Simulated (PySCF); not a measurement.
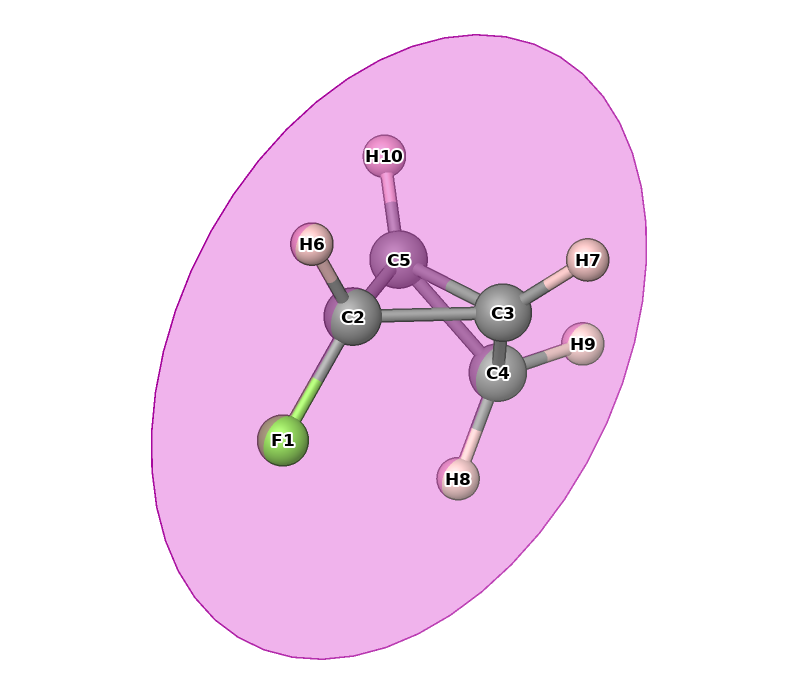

A disc through the centre of mass is drawn in. Atoms fade into the background with distance from the viewer. The geometry was computed by an optimisation with PBE0-D3(BJ)/def2-SVP. No frequency run is at hand to confirm it as a minimum.

Is the plane of the disc a mirror plane of the structure?

Yes. The reflection leaves F1, C2, C4, H6, H8, H9 in place and moves C3 ↔ C5; H7 ↔ H10. The point group is Cs.
